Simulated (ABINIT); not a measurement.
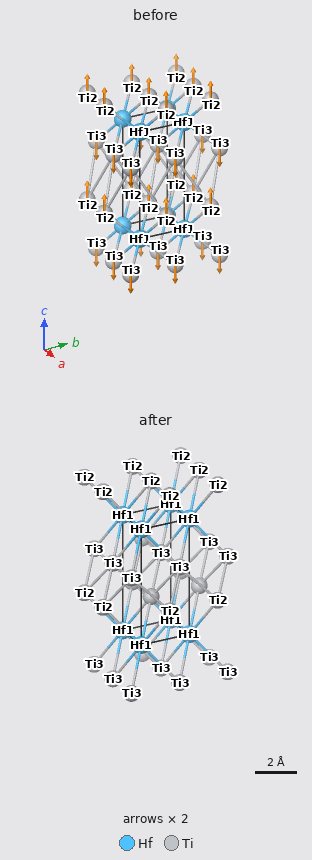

The structure of crystalline HfTi$_{2}$ (a generated structure, set up in P-3m1) before (top) and after (bottom) a relaxation, at one scale. The orange arrows give the displacements (the part carried along by the change of the cell is left out), magnified 2 times.

A ball-and-stick model of the cell of the calculation, seen slightly off an axis.

The run lets cell and atoms move.

All numbers below come from ABINIT, Kohn-Sham DFT of a periodic cell, PBE, JTH PAW PBE v2.0.

Input file:
```
# Pseudopotentials
pp_dirpath "./"
pseudos "Hf.GGA_PBE-JTH.xml, Ti.GGA_PBE-JTH.xml"

# Structure
acell 3*1.0 Angstrom
rprim
     3.1454652100     0.0000000000     0.0000000000
    -1.5727326000     2.7240527800     0.0000000000
     0.0000000000     0.0000000000     5.4114994700
ntypat 2
znucl 72 22
natom 3
typat 1 2 2
xred
     0.0000000000     0.0000000000     0.0000000000
     0.6666666700     0.3333333300     0.2628000100
     0.3333333300     0.6666666700     0.7371999900
chkprim 0
chksymtnons 0
tolsym 1.0e-6

# Plane-wave basis
ecut 462.593566 eV
pawecutdg 34.0

# k points
kptopt 1
ngkpt 10 10 5
nshiftk 1
shiftk 0.0 0.0 0.0

# Exchange and correlation
ixc 11

# Bands and occupations
nband 22
occopt 3
tsmear 0.00183747

# SCF cycle
nstep 100
tolvrs 1.0e-9

# Output
iomode 3
prtwf 0
prtden 0
prteig 0
prtebands 0
enunit 2

# Relaxation
ionmov 2
ntime 60
tolmxf 5.0e-5
optcell 1
dilatmx 1.15
ecutsm 0.5
chkdilatmx 0
```

Command:
```bash
abinit run.abi > log 2>&1
```

Question: What changed between the two?

Answer: After 8 geometry steps the energy has fallen by 1635 meV per atom. The largest force component goes from 7.4 to 0.0023 eV/Å. The pressure goes from 56.23 to 0.01 GPa. The largest moves relative to the cell, 0.49 Å, are those of Ti2 and Ti3. Ti2 goes along +c. Hf stays in place. The drawn cell changes as follows: a = b 3.145 → 3.405 Å (+8.2 %), c 5.411 → 5.858 Å (+8.2 %); the volume changes by +26.8 %. Near-neighbour distances that change, for instance: Hf1–Ti2 2.307 → 2.824 Å, Ti2–Ti3 3.145 → 2.666 Å, Ti2–Ti2 3.145 → 3.405 Å, Hf1–Hf1 3.145 → 3.405 Å. Among the angles between lasting bonds that change: Ti3–Ti2–Ti3 60.0° → 79.4°, Hf1–Ti2–Ti3 163.3° → 176.6°, Ti2–Hf1–Ti2 86.0° → 74.1°. The space group stays P-3m1 (No. 164).
